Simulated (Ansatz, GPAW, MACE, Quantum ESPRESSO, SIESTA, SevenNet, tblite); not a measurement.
**Other levels on glassy 80SiO2-20Li2O (mol %) (75 atoms)**

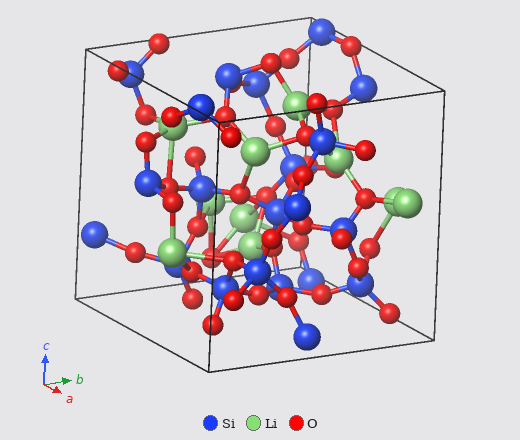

The cell (silicon blue, lithium green, oxygen red). Bonds to atoms that aren't drawn are left out. Some periodic images of atoms are drawn too.

Density of this cell: 2.43 g/cm³. The cell holds 75 atoms: 20 Si, 10 Li and 45 O. Cell: a = 9.737 Å, b = 9.737 Å, c = 9.737 Å, α = 90.0°, β = 90.0°, γ = 90.0°. 75 atoms (20 Si, 10 Li, 45 O) placed at random at 2.26 g/cm³, melted at 4000 K for 10 ps at fixed volume with the Morse and Coulomb pair potential with partial charges (Pedone, Malavasi, Menziani, Cormack and Segre, J. Phys. Chem. B 110, 11780 (2006)). Quenched from 1800 K to 300 K at 20 K/ps and fixed volume, held 10 ps at zero pressure. Then every atom was moved at random, 0.02 Å r.m.s. a Cartesian component.

Geometry: as built.

The reference, a calculation:

- method: Kohn-Sham DFT, PBE, PAW, plane waves (Ansatz 0.2.0); cutoff 420 eV, Γ point, fermi-dirac smearing of 0.05 eV; PAW set soft_2
- r.m.s. force component: 1.532 eV/Å
- longest force: 8.067 eV/Å
- pressure: 6.754 GPa
- gap (highest filled to lowest empty level): 3.347 eV
- SCF cycles: 9
- time: 16 s on 4 threads of Arm Neoverse N1, shared host
- CPU time: 61 s

Runs, in no order:
A. QE PBE, sssp-1.3.0-efficiency, 60/480 Ry: Kohn-Sham DFT, PBE, SSSP efficiency 1.3.0 pseudopotentials, plane waves
B. MACE MPA-0 medium potential: machine-learned interatomic potential MACE MPA-0 medium, trained on PBE(+U) plane-wave data
C. tblite GFN1-xTB: GFN1-xTB tight binding, diagonalisation
D. GPAW PBE, LCAO dzp, h 0.18 Å: Kohn-Sham DFT, PBE, PAW, atomic orbitals (dzp)

Q: Order them from the smallest to the largest r.m.s. force difference.

A, B, D, C.

```csv
run,"Δ force, r.m.s. (meV/Å)",share of r.m.s. force (%),CPU time
"A. QE PBE, sssp-1.3.0-efficiency, 60/480 Ry",41.6,2.72,11 min
B. MACE MPA-0 medium potential,80.4,5.25,13 s
"D. GPAW PBE, LCAO dzp, h 0.18 Å",351,22.9,3.7 min
C. tblite GFN1-xTB,551,35.9,7.1 s
```

Periodic xTB results under one method name differ between programs and library versions. Machine-learned potentials mimic data converged in k, so the reference's own k-point error enters their differences. The network of bonds at the start is that of the classical potential that made the cell, and needn't be the one that DFT or experiment would give. The electronic-structure runs sample only Γ, in a cell whose shortest periodic width is 10 Å.

[Logs are printed without paths, hosts, clocks, repeated set-up lines and the standing remarks that a program may print on its own settings, such as how far it seeks lower states.]

[Hosts, paths, dates, database ids (printed as entryN), source tags and the programs' standing remarks are cut or masked in the printed files.]
